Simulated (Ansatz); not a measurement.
NbN (space group P6_3/mmc)

```cif
data_N4Nb4
_chemical_formula_sum 'Nb4 N4'
_space_group_name_H-M_alt 'P 1'
_space_group_IT_number 1
_cell_length_a 2.96337
_cell_length_b 2.96337
_cell_length_c 11.15511
_cell_angle_alpha 90.000
_cell_angle_beta 90.000
_cell_angle_gamma 120.000
loop_
_space_group_symop_operation_xyz
  'x, y, z'
loop_
_atom_site_label
_atom_site_type_symbol
_atom_site_fract_x
_atom_site_fract_y
_atom_site_fract_z
_atom_site_occupancy
Nb1 Nb 0.66667 0.33333 0.87820 1
Nb2 Nb 0.33333 0.66667 0.12180 1
Nb3 Nb 0.33333 0.66667 0.37820 1
Nb4 Nb 0.66667 0.33333 0.62180 1
N1 N 0.00000 0.00000 0.00000 1
N2 N 0.00000 0.00000 0.50000 1
N3 N 0.66667 0.33333 0.25000 1
N4 N 0.33333 0.66667 0.75000 1
```

E(V) scan at fixed shape, V₀ the volume above. The atoms relax within the cell's symmetry.

Level of theory: PBEsol (plane waves to 420 eV, PAW, scalar-relativistic; Ansatz, a first-principles code). k mesh 18×18×5 (Γ-centred), Fermi-Dirac smearing 0.05 eV. Energies are smeared free energies. With the shape held, the modulus is that of even scaling; a crystal free to change shape is softer. NbN is run without spin polarisation. NbN was relaxed with its symmetry unable to fall. The zero of ΔE is the relaxed starting cell.

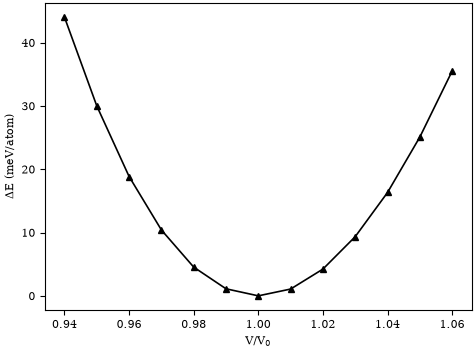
*ΔE (meV/atom) against V/V₀; markers are the computed points, lines only join them.*

**Question.** What is ΔE at V/V₀ = 0.940?

**Answer.** About 44 meV/atom.

**Question.** What is ΔE at V/V₀ = 1.060?

**Answer.** About 36 meV/atom.

**Question.** What bulk modulus at fixed cell shape B₀ follows from a third-order Birch-Murnaghan fit?

**Answer.** About 330 GPa.

(A scan under strain: stresses follow from slopes of the energy per volume, elastic moduli from its curvatures.)
